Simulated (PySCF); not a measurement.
# C3H3FO2: runs on many settings

Aim: see how C3H3FO2 (`O=C1C[C@@H](F)O1`) answers to the choice of functional, basis, grid and SCF options.

Computed with PySCF 2.14.0, with density-fitted response routines of our own, on a single molecule, in the gas phase or a continuum. Atoms count from 0, in the outputs and in this text.

### Step 1. The molecule as given

9 atoms, charge 0, multiplicity 1; geometry from: GFN2-xTB.

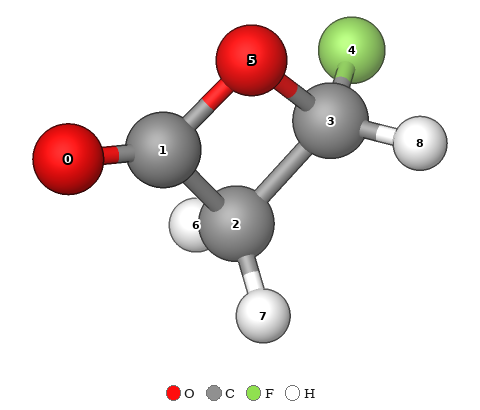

As it starts; oxygen red, carbon grey, fluorine green, hydrogen white, atoms numbered; sticks join atoms by distance.

### Step 2. Indirect couplings: wB97X-D/pcseg-1

The job: settings as JSON, then the geometry in Å.

```
{"job": {"kind": "j", "xc": "wB97X-D", "basis": "pcseg-1", "scf": {"guess": "vsap"}}, "charge": 0, "multiplicity": 1}
O      1.577916    -1.060817    -1.415490
C      0.721987    -0.636698    -0.721738
C      0.446269     0.642334     0.053411
C     -0.804288    -0.126797     0.490598
F     -1.970331     0.412240     0.067004
O     -0.433978    -1.242924    -0.301370
H      0.236041     1.507316    -0.571268
H      1.165687     0.897490     0.826057
H     -0.925741    -0.386151     1.547617
```

Method: wB97X-D/pcseg-1 indirect spin-spin coupling, non-relativistic, gas phase.

The run is started by

```console
$ OMP_NUM_THREADS=1 python probes_run.py task.json out
```

The driver reads the jobs from task.json and runs them one after another.

The program printed:

```text
final grid: 83760 points
cycle   1  E = -365.6760062000  dE = -2.346e-01  |g| = 1.581e+00  |ddm| = 2.723e+00
cycle   2  E = -365.3023711248  dE =  3.736e-01  |g| = 2.206e+00  |ddm| = 2.543e+00
cycle   3  E = -366.1819306063  dE = -8.796e-01  |g| = 3.950e-01  |ddm| = 1.497e+00
cycle   4  E = -366.2089137773  dE = -2.698e-02  |g| = 7.508e-02  |ddm| = 3.117e-01
cycle   5  E = -366.2097682066  dE = -8.544e-04  |g| = 3.847e-02  |ddm| = 6.880e-02
cycle   6  E = -366.2100073318  dE = -2.391e-04  |g| = 3.166e-03  |ddm| = 2.455e-02
cycle   7  E = -366.2100117824  dE = -4.451e-06  |g| = 1.242e-03  |ddm| = 7.009e-03
cycle   8  E = -366.2100122478  dE = -4.654e-07  |g| = 4.465e-04  |ddm| = 1.656e-03
cycle   9  E = -366.2100123156  dE = -6.779e-08  |g| = 2.053e-04  |ddm| = 7.917e-04
cycle  10  E = -366.2100123265  dE = -1.090e-08  |g| = 5.669e-05  |ddm| = 2.810e-04
cycle  11  E = -366.2100123278  dE = -1.313e-09  |g| = 9.764e-06  |ddm| = 1.199e-04
cycle  12  E = -366.2100123279  dE = -3.695e-11  |g| = 3.749e-06  |ddm| = 2.612e-05
converged SCF energy = -366.2100123279

Indirect spin-spin couplings (Hz)
  i      j    bonds     total        FC       PSO       DSO        SD
  0 O    1 C    1     -0.026    -9.491    12.383    -0.109    -2.809
  0 O    2 C    2     -2.369    -2.973     0.867     0.049    -0.311
  0 O    3 C    3     -1.245    -1.802     0.462     0.071     0.024
  0 O    4 F    4     -2.172    -1.613    -0.298     0.215    -0.476
  0 O    5 O    2     -2.211     4.254    -7.109    -0.028     0.671
  0 O    6 H    3     -0.883    -0.844    -0.117     0.172    -0.093
  0 O    7 H    3     -0.720    -0.699    -0.100     0.167    -0.087
  0 O    8 H    4     -0.404    -0.876     0.116     0.274     0.081
  1 C    2 C    1     53.708    53.274    -0.652     0.328     0.757
  1 C    3 C    2    -10.434   -10.245    -0.280     0.128    -0.037
  1 C    4 F    3      3.005     2.375     0.881    -0.192    -0.059
  1 C    5 O    1     17.099    11.160     6.160    -0.180    -0.041
  1 C    6 H    2     -5.726    -6.084     0.153     0.088     0.117
  1 C    7 H    2     -4.218    -4.511     0.156     0.037     0.100
  1 C    8 H    3      4.154     4.474     0.046    -0.320    -0.047
  2 C    3 C    1     46.169    44.992    -0.202     0.300     1.079
  2 C    4 F    2     23.893    23.465    -0.694    -0.051     1.173
  2 C    5 O    2     -5.923    -6.983     0.982    -0.003     0.082
  2 C    6 H    1    146.017   144.500     0.267     0.971     0.278
  2 C    7 H    1    143.565   142.055     0.314     0.926     0.270
  2 C    8 H    2      5.438     5.406     0.149    -0.185     0.068
  3 C    4 F    1   -227.549  -235.293    -4.590     1.050    11.284
  3 C    5 O    1      8.893     9.771     0.882    -0.170    -1.590
  3 C    6 H    2     -3.978    -4.237     0.178    -0.011     0.092
  3 C    7 H    2      0.817     0.673     0.106    -0.031     0.069
  3 C    8 H    1    182.865   181.927    -0.785     1.360     0.364
  4 F    5 O    2    -41.664   -21.806   -13.521     0.022    -6.359
  4 F    6 H    3      6.730     7.088    -0.179     0.318    -0.497
  4 F    7 H    3      8.250     9.295     0.741    -1.661    -0.127
  4 F    8 H    2     59.650    61.833     1.962    -0.964    -3.182
  5 O    6 H    3     -0.501    -0.897     0.062     0.234     0.100
  5 O    7 H    3     -1.649    -2.006    -0.016     0.256     0.117
  5 O    8 H    2     -9.069    -9.319     0.055     0.074     0.121
  6 H    7 H    2    -13.520   -13.318     1.896    -2.348     0.251
  6 H    8 H    3      0.673     1.487     1.582    -2.374    -0.022
  7 H    8 H    3      1.630     1.393     0.109    -0.009     0.137
```

Wall time 14 s (1 thread of AMD EPYC 7B13, shared host); peak memory 0.49 GiB.

The basis is not made for couplings: without tight functions at the nuclei these values are rough.

Couplings of 1 Hz or more over one to four bonds, nine at most for each number (isotopes 13C, 19F, 1H, 17O):

| pair | bonds | J (Hz) | Fermi contact (Hz) | dihedral (°) |
| --- | --- | --- | --- | --- |
| C3–F4 | 1 | -227.5 | -235.3 | – |
| C3–H8 | 1 | 182.9 | 181.9 | – |
| C2–H6 | 1 | 146.0 | 144.5 | – |
| C2–H7 | 1 | 143.6 | 142.1 | – |
| C1–C2 | 1 | 53.7 | 53.3 | – |
| C2–C3 | 1 | 46.2 | 45.0 | – |
| C1–O5 | 1 | 17.1 | 11.2 | – |
| C3–O5 | 1 | 8.9 | 9.8 | – |
| F4–H8 | 2 | 59.6 | 61.8 | – |
| F4–O5 | 2 | -41.7 | -21.8 | – |
| C2–F4 | 2 | 23.9 | 23.5 | – |
| H6–H7 | 2 | -13.5 | -13.3 | – |
| C1–C3 | 2 | -10.4 | -10.2 | – |
| O5–H8 | 2 | -9.1 | -9.3 | – |
| C2–O5 | 2 | -5.9 | -7.0 | – |
| C1–H6 | 2 | -5.7 | -6.1 | – |
| C2–H8 | 2 | 5.4 | 5.4 | – |
| F4–H7 | 3 | 8.2 | 9.3 | 129 |
| F4–H6 | 3 | 6.7 | 7.1 | -2 |
| C1–H8 | 3 | 4.2 | 4.5 | – |
| C1–F4 | 3 | 3.0 | 2.4 | – |
| O5–H7 | 3 | -1.6 | -2.0 | – |
| H7–H8 | 3 | 1.6 | 1.4 | 0 |
| O0–C3 | 3 | -1.2 | -1.8 | – |
| O0–F4 | 4 | -2.2 | -1.6 | – |

Quadrupole couplings from the field gradients of the same density:

```csv
atom,isotope,eQq/h (MHz),η
O0,17O,8.983,0.17
O5,17O,-8.608,0.55
```

### Step 3. Indirect couplings: LDA/3-21G

Same as in step 2 but for these lines:

```diff
@@ -1,2 +1,2 @@
-{"job": {"kind": "j", "xc": "wB97X-D", "basis": "pcseg-1", "scf": {"guess": "vsap"}}, "charge": 0, "multiplicity": 1}
+{"job": {"kind": "j", "xc": "LDA", "basis": "3-21G"}, "charge": 0, "multiplicity": 1}
 O      1.577916    -1.060817    -1.415490
```

With the program's defaults for keys left out, this is: LDA/3-21G indirect spin-spin coupling, non-relativistic, gas phase.

The program printed:

```text
coarse grid: 8376 points
cycle   1  E = -361.3446438446  dE =  1.025e+00  |g| = 1.048e+00  |ddm| = 3.277e+00
cycle   2  E = -360.1424137764  dE =  1.202e+00  |g| = 2.648e+00  |ddm| = 3.812e+00
cycle   3  E = -361.4768067586  dE = -1.334e+00  |g| = 6.396e-01  |ddm| = 3.208e+00
cycle   4  E = -361.5546320762  dE = -7.783e-02  |g| = 1.664e-01  |ddm| = 6.365e-01
cycle   5  E = -361.5583408167  dE = -3.709e-03  |g| = 8.130e-02  |ddm| = 1.943e-01
cycle   6  E = -361.5595984110  dE = -1.258e-03  |g| = 1.734e-02  |ddm| = 8.873e-02
cycle   7  E = -361.5596558346  dE = -5.742e-05  |g| = 5.753e-03  |ddm| = 1.894e-02
cycle   8  E = -361.5596622507  dE = -6.416e-06  |g| = 1.607e-03  |ddm| = 5.611e-03
final grid: 83760 points
cycle   9  E = -361.6457264075  dE = -1.445e-05  |g| = 4.643e-03  |ddm| = 1.547e-02
cycle  10  E = -361.6457126141  dE =  1.379e-05  |g| = 9.757e-03  |ddm| = 1.057e-02
cycle  11  E = -361.6457297684  dE = -1.715e-05  |g| = 2.013e-03  |ddm| = 7.988e-03
cycle  12  E = -361.6457305598  dE = -7.914e-07  |g| = 4.084e-04  |ddm| = 2.061e-03
cycle  13  E = -361.6457305861  dE = -2.634e-08  |g| = 1.427e-04  |ddm| = 4.984e-04
cycle  14  E = -361.6457305904  dE = -4.277e-09  |g| = 2.677e-05  |ddm| = 1.900e-04
cycle  15  E = -361.6457305905  dE = -1.496e-10  |g| = 5.212e-06  |ddm| = 3.091e-05
converged SCF energy = -361.6457305905

Indirect spin-spin couplings (Hz)
  i      j    bonds     total        FC       PSO       DSO        SD
  0 O    1 C    1     18.645    11.267     9.081    -0.147    -1.557
  0 O    2 C    2     -0.346    -0.935     0.743     0.042    -0.196
  0 O    3 C    3     -0.671    -1.193     0.436     0.066     0.020
  0 O    4 F    4     -2.097    -0.652    -0.921     0.201    -0.725
  0 O    5 O    2     -3.711     2.030    -6.262    -0.022     0.543
  0 O    6 H    3     -0.167    -0.313     0.071     0.155    -0.080
  0 O    7 H    3     -0.110    -0.265     0.085     0.150    -0.080
  1 C    2 C    1     29.948    29.638    -0.413     0.331     0.392
  1 C    3 C    2     -5.687    -5.587    -0.190     0.133    -0.043
  1 C    4 F    3      1.924     0.736     1.311    -0.170     0.047
  1 C    5 O    1     27.740    23.288     4.777    -0.198    -0.128
  1 C    6 H    2     -3.148    -3.445     0.113     0.092     0.092
  1 C    7 H    2     -2.261    -2.485     0.101     0.043     0.081
  1 C    8 H    3      2.958     3.316    -0.021    -0.305    -0.032
  2 C    3 C    1     25.427    24.633    -0.073     0.308     0.559
  2 C    4 F    2     16.886    15.873     0.084    -0.015     0.944
  2 C    5 O    2     -5.157    -6.120     0.916    -0.013     0.061
  2 C    6 H    1     96.670    94.705     0.930     1.055    -0.019
  2 C    7 H    1     93.156    91.173     0.983     1.011    -0.011
  2 C    8 H    2      4.278     4.296     0.080    -0.160     0.062
  3 C    4 F    1   -305.484  -305.595    -8.325     1.211     7.224
  3 C    5 O    1     20.107    20.640     0.705    -0.187    -1.051
  3 C    6 H    2     -2.590    -2.820     0.152     0.005     0.074
  3 C    7 H    2      0.077    -0.023     0.051    -0.018     0.067
  3 C    8 H    1    118.777   117.482    -0.171     1.460     0.005
  4 F    5 O    2    -29.737   -10.016   -13.805    -0.008    -5.907
  4 F    6 H    3      4.403     4.214     0.009     0.390    -0.209
  4 F    7 H    3      4.027     4.678     0.931    -1.561    -0.021
  4 F    8 H    2     39.787    42.598     0.639    -0.668    -2.781
  5 O    6 H    3      0.309    -0.272     0.292     0.213     0.077
  5 O    7 H    3     -0.355    -0.899     0.234     0.234     0.076
  5 O    8 H    2     -7.364    -7.545     0.019     0.047     0.114
  6 H    7 H    2     -9.169    -8.751     1.227    -2.147     0.502
  6 H    8 H    3     -0.525     0.841     0.936    -2.299    -0.003
  7 H    8 H    3      2.075     1.859     0.018     0.048     0.150
```

It took 3.8 s on 1 thread of AMD EPYC 7B13, shared host.

This basis has no tight s functions, so the Fermi-contact terms are rough.

This run: J(C3,F4) -305.5 Hz, J(C3,H8) 118.8 Hz, J(C2,H6) 96.7 Hz.

### Step 4. Indirect couplings: PBE0/pcJ-1

Same as in step 3 but for these lines:

```diff
@@ -1,2 +1,2 @@
-{"job": {"kind": "j", "xc": "LDA", "basis": "3-21G"}, "charge": 0, "multiplicity": 1}
+{"job": {"kind": "j", "xc": "PBE0", "basis": "pcJ-1"}, "charge": 0, "multiplicity": 1}
 O      1.577916    -1.060817    -1.415490
```

Level: PBE0/pcJ-1 indirect spin-spin coupling, non-relativistic, gas phase.

The program printed:

```text
coarse grid: 8376 points
cycle   1  E = -365.7787766418  dE =  1.190e+00  |g| = 1.001e+00  |ddm| = 2.599e+00
cycle   2  E = -365.3379043026  dE =  4.409e-01  |g| = 1.879e+00  |ddm| = 1.853e+00
cycle   3  E = -365.9436803542  dE = -6.058e-01  |g| = 2.684e-01  |ddm| = 1.374e+00
cycle   4  E = -365.9552789268  dE = -1.160e-02  |g| = 1.026e-01  |ddm| = 2.059e-01
cycle   5  E = -365.9568627583  dE = -1.584e-03  |g| = 2.688e-02  |ddm| = 6.041e-02
cycle   6  E = -365.9569995442  dE = -1.368e-04  |g| = 6.508e-03  |ddm| = 1.936e-02
cycle   7  E = -365.9570062790  dE = -6.735e-06  |g| = 2.178e-03  |ddm| = 4.583e-03
final grid: 83760 points
cycle   8  E = -366.0188291489  dE = -1.346e-04  |g| = 1.492e-02  |ddm| = 1.737e-02
cycle   9  E = -366.0187591278  dE =  7.002e-05  |g| = 2.484e-02  |ddm| = 2.186e-02
cycle  10  E = -366.0188631501  dE = -1.040e-04  |g| = 2.177e-03  |ddm| = 1.493e-02
cycle  11  E = -366.0188637683  dE = -6.182e-07  |g| = 1.097e-03  |ddm| = 1.732e-03
cycle  12  E = -366.0188639717  dE = -2.034e-07  |g| = 1.408e-04  |ddm| = 6.485e-04
cycle  13  E = -366.0188639757  dE = -3.988e-09  |g| = 2.969e-05  |ddm| = 1.045e-04
cycle  14  E = -366.0188639758  dE = -1.595e-10  |g| = 9.150e-06  |ddm| = 2.080e-05
converged SCF energy = -366.0188639758

Indirect spin-spin couplings (Hz)
  i      j    bonds     total        FC       PSO       DSO        SD
  0 O    1 C    1     24.438    15.888    12.103    -0.098    -3.455
  0 O    2 C    2     -1.511    -2.090     0.875     0.052    -0.348
  0 O    3 C    3     -1.063    -1.621     0.458     0.073     0.027
  0 O    4 F    4     -1.429    -0.622    -0.426     0.223    -0.604
  0 O    5 O    2     -4.892     2.097    -7.784    -0.030     0.825
  0 O    6 H    3     -0.469    -0.335    -0.208     0.179    -0.105
  0 O    7 H    3     -0.374    -0.260    -0.190     0.174    -0.099
  0 O    8 H    4     -0.559    -0.951     0.023     0.280     0.089
  1 C    2 C    1     43.437    43.129    -0.797     0.327     0.778
  1 C    3 C    2    -11.350   -11.116    -0.317     0.126    -0.043
  1 C    4 F    3      2.609     1.907     0.953    -0.208    -0.043
  1 C    5 O    1     29.508    23.061     6.649    -0.170    -0.031
  1 C    6 H    2     -8.127    -8.488     0.132     0.087     0.141
  1 C    7 H    2     -6.081    -6.389     0.153     0.036     0.120
  1 C    8 H    3      4.641     4.861     0.150    -0.326    -0.044
  2 C    3 C    1     35.268    34.166    -0.295     0.302     1.095
  2 C    4 F    2     21.394    20.885    -0.749    -0.071     1.328
  2 C    5 O    2     -5.425    -6.546     1.031     0.002     0.087
  2 C    6 H    1    140.957   139.295     0.471     0.969     0.223
  2 C    7 H    1    141.191   139.490     0.551     0.920     0.231
  2 C    8 H    2      5.507     5.469     0.156    -0.189     0.071
  3 C    4 F    1   -307.203  -312.022    -9.015     0.951    12.883
  3 C    5 O    1     17.715    18.591     1.124    -0.161    -1.838
  3 C    6 H    2     -6.692    -6.950     0.172    -0.014     0.100
  3 C    7 H    2     -1.045    -1.158     0.057    -0.024     0.080
  3 C    8 H    1    188.090   187.342    -1.022     1.391     0.379
  4 F    5 O    2    -36.677   -14.754   -14.404     0.040    -7.559
  4 F    6 H    3     10.235    10.736    -0.264     0.273    -0.510
  4 F    7 H    3     10.289    10.852     1.282    -1.710    -0.134
  4 F    8 H    2     69.869    71.968     2.738    -1.095    -3.742
  5 O    6 H    3     -0.044    -0.395     0.007     0.244     0.099
  5 O    7 H    3     -1.506    -1.815    -0.072     0.266     0.115
  5 O    8 H    2    -10.325   -10.601     0.035     0.083     0.158
  6 H    7 H    2    -18.000   -18.430     2.559    -2.377     0.247
  6 H    8 H    3      1.903     2.019     2.292    -2.385    -0.023
  7 H    8 H    3      3.517     3.393    -0.012    -0.017     0.153
```

Wall time 24 s (1 thread of AMD EPYC 7B13, shared host); peak memory 0.79 GiB.

In short: J(C3,F4) -307.2 Hz, J(C3,H8) 188.1 Hz, J(C2,H7) 141.2 Hz.

### Step 5. NMR shieldings: B97-2/IGLO-III in cyclohexane

Same as in step 4 but for these lines:

```diff
@@ -1,2 +1,2 @@
-{"job": {"kind": "j", "xc": "PBE0", "basis": "pcJ-1"}, "charge": 0, "multiplicity": 1}
+{"job": {"kind": "nmr", "xc": "B97-2", "basis": "IGLO-III", "solvent": "cyclohexane", "pop": false, "scf": {"level_shift": 0.2}}, "charge": 0, "multiplicity": 1}
 O      1.577916    -1.060817    -1.415490
```

Method: GIAO B97-2/IGLO-III NMR shielding, non-relativistic, IEF-PCM cyclohexane.

The program printed:

```text
final grid: 83760 points
cycle   1  E = -366.1951641674  dE =  1.250e+00  |g| = 1.146e+00  |ddm| = 2.115e+00
cycle   2  E = -366.0735606075  dE =  1.216e-01  |g| = 1.521e+00  |ddm| = 9.267e-01
cycle   3  E = -366.4224845837  dE = -3.489e-01  |g| = 2.998e-01  |ddm| = 4.188e-01
cycle   4  E = -366.4383963804  dE = -1.591e-02  |g| = 7.349e-02  |ddm| = 1.155e-01
cycle   5  E = -366.4394366665  dE = -1.040e-03  |g| = 1.217e-02  |ddm| = 3.764e-02
cycle   6  E = -366.4394591494  dE = -2.248e-05  |g| = 7.729e-03  |ddm| = 1.350e-02
cycle   7  E = -366.4394690688  dE = -9.919e-06  |g| = 2.406e-03  |ddm| = 5.043e-03
cycle   8  E = -366.4394700688  dE = -1.000e-06  |g| = 6.333e-04  |ddm| = 1.795e-03
cycle   9  E = -366.4394701380  dE = -6.924e-08  |g| = 1.468e-04  |ddm| = 5.915e-04
cycle  10  E = -366.4394701427  dE = -4.652e-09  |g| = 3.480e-05  |ddm| = 2.077e-04
cycle  11  E = -366.4394701431  dE = -4.626e-10  |g| = 1.166e-05  |ddm| = 8.349e-05
level shift removed, Fock matrix diagonalised once more
converged SCF energy = -366.4394701431

GIAO shielding tensors (ppm)
atom      isotropic    diamagn.    paramagn.     s11        s22        s33       span
  0 O      -76.123     401.145    -477.268   -323.934   -151.309    246.874    570.807
  1 C       14.970     250.546    -235.576    -93.231     62.206     75.936    169.168
  2 C      135.418     252.898    -117.480    100.540    139.571    166.142     65.601
  3 C       78.515     245.459    -166.944     47.681     70.973    116.890     69.209
  4 F      325.718     464.518    -138.800    254.018    347.303    375.832    121.814
  5 O       -1.081     394.147    -395.227   -177.333     45.289    128.803    306.136
  6 H       28.329      30.440      -2.111     25.778     27.341     31.867      6.089
  7 H       28.241      30.411      -2.170     25.572     27.119     32.032      6.461
  8 H       25.428      28.872      -3.444     22.134     25.303     28.848      6.713
```

It took 20 s on 1 thread of AMD EPYC 7B13, shared host; peak memory 0.92 GiB.

No reference compound was run at this level, so shieldings alone are listed.

```csv
atoms,environment,σ (ppm)
C1,ester carbonyl carbon,15.0
C3,sp3 CH bonded to F and O,78.5
C2,sp3 CH2 α to a carbonyl,135.4
H8,hydrogen on an sp3 CH bonded to F and O,25.43
H7,hydrogen on an sp3 CH2 α to a carbonyl,28.24
H6,hydrogen on an sp3 CH2 α to a carbonyl,28.33
O0,ester carbonyl oxygen,-76.1
O5,ester alkoxy oxygen,-1.1
F4,fluorine on an sp3 carbon,325.7
```

Ring of atoms C1, C2, C3, O5: NICS(0) -1.1, NICS(1) -1.6, NICS(1)zz 0.1 ppm (means of both faces). The ring holds saturated atoms, so no π current runs round it: these values come from its σ bonds, any local π bonds and neighbouring rings, and say nothing of aromaticity.

### Step 6. Shielding tensors: PBE0/MINI

Same as in step 5 but for these lines:

```diff
@@ -1,2 +1,2 @@
-{"job": {"kind": "nmr", "xc": "B97-2", "basis": "IGLO-III", "solvent": "cyclohexane", "pop": false, "scf": {"level_shift": 0.2}}, "charge": 0, "multiplicity": 1}
+{"job": {"kind": "nmr", "xc": "PBE0", "basis": "MINI", "pop": false, "scf": {"conv": 0.01, "max_cycle": 100}}, "charge": 0, "multiplicity": 1}
 O      1.577916    -1.060817    -1.415490
```

Level: GIAO PBE0/MINI NMR shielding, non-relativistic, gas phase.

The program printed:

```text
final grid: 83760 points
cycle   1  E = -363.0996092861  dE =  1.568e+00  |g| = 8.149e-01  |ddm| = 4.774e+00
cycle   2  E = -362.7468677010  dE =  3.527e-01  |g| = 1.473e+00  |ddm| = 3.007e+00
cycle   3  E = -363.2927618050  dE = -5.459e-01  |g| = 3.132e-01  |ddm| = 2.077e+00
cycle   4  E = -363.3205563534  dE = -2.779e-02  |g| = 8.018e-02  |ddm| = 5.402e-01
cycle   5  E = -363.3222719596  dE = -1.716e-03  |g| = 2.221e-02  |ddm| = 1.227e-01
converged SCF energy = -363.3222719596

GIAO shielding tensors (ppm)
atom      isotropic    diamagn.    paramagn.     s11        s22        s33       span
  0 O     -160.875     381.880    -542.755   -572.744   -267.286    357.404    930.148
  1 C      121.317     247.713    -126.395     24.468    150.271    189.214    164.747
  2 C      166.421     239.437     -73.016    122.846    178.167    198.249     75.404
  3 C      139.107     238.954     -99.847    107.985    139.879    169.458     61.473
  4 F      402.100     455.874     -53.775    298.317    407.861    500.122    201.805
  5 O       67.082     378.656    -311.574   -160.828    118.006    244.068    404.896
  6 H       26.049      24.803       1.246     21.888     24.207     32.053     10.165
  7 H       25.952      25.234       0.718     21.632     23.856     32.368     10.736
  8 H       24.601      24.211       0.390     20.196     23.179     30.427     10.231
```

It took 1.8 s on 1 thread of AMD EPYC 7B13, shared host.

It converged, yet the result is unsound: the SCF threshold of 0.01 Eh is far too loose; the basis MINI is minimal. Its shieldings differ from those of step 5 (B97-2/IGLO-III) by up to 106 ppm (C1).

### Step 7. Comparing the runs: spin-spin couplings

Couplings (Hz), with basis size and wall time:

```csv
run,C3–F4,C3–H8,C2–H7,C2–H6,F4–H8,C1–C2,F4–O5,functions,time
wB97X-D/pcseg-1,-227.5,182.9,143.6,146.0,59.6,53.7,-41.7,99,14 s
LDA/3-21G,-305.5,118.8,93.2,96.7,39.8,29.9,-29.7,60,3.8 s
PBE0/pcJ-1,-307.2,188.1,141.2,141.0,69.9,43.4,-36.7,192,24 s
```

### Step 8. Summary of results

| quantity | value |
| --- | --- |
| largest coupling of the table (wB97X-D/pcseg-1) | 1J(C,F) C3–F4, -227.5 Hz |
| shieldings of C, H, O (B97-2/IGLO-III, cyclohexane) | C1 15.0, C3 78.5, C2 135.4, H8 25.4, H7 28.2, H6 28.3, O0 -76.1, O5 -1.1 ppm and more |
| range of J(C3,F4), mean over like pairs | -307.2 to -227.5 Hz |
| property runs in this session | 5, of which 0 failed and 1 gave unsound results |

**Reading.** Single values in the summary come from the first sound run of each kind (wB97X-D/pcseg-1; B97-2/IGLO-III), which need not be the best level. Of the pairs tabulated at wB97X-D/pcseg-1, C3–F4 couples most strongly (-227.5 Hz; Fermi contact -235.3 Hz). Couplings across rotatable bonds belong to this one conformer; where others are populated, the observed values are averages. At B97-2/IGLO-III: The widest tensor belongs to O0: span 571 ppm, with a paramagnetic part of -477 ppm. The coupling C3–F4, as a mean over pairs of its kind, runs from -307.2 Hz (PBE0/pcJ-1) to -227.5 Hz (wB97X-D/pcseg-1). Couplings from bases without tight functions are rough.
